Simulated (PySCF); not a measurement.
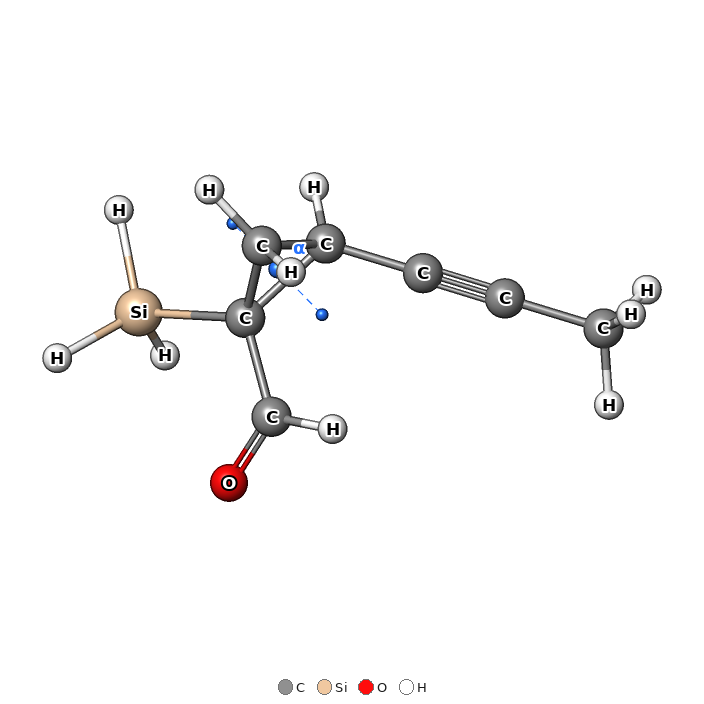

The small points mark where nucleus-independent chemical shifts (NICS) were computed: at the centre of each lettered ring and 1 Å above and below it. Computed geometry: GFN2-xTB optimisation. No frequency run is at hand to confirm it as a minimum. Level of theory: GIAO PBE0/pcSseg-1 NMR shielding, non-relativistic, gas phase (PySCF 2.14.0).

Give NICS(0), NICS(1) and the out-of-plane component NICS(1)zz for each ring (means of the two sides).

```tsv
ring	members	NICS(0)	NICS(1)	NICS(1)zz
α	C3	−42.6	−7.9	−23.3
```

Values in ppm.

The geometry is semi-empirical. Around Si such bond lengths and angles can be off by a tenth of an ångström or more and by several degrees, and values that hang on the shape move with them.
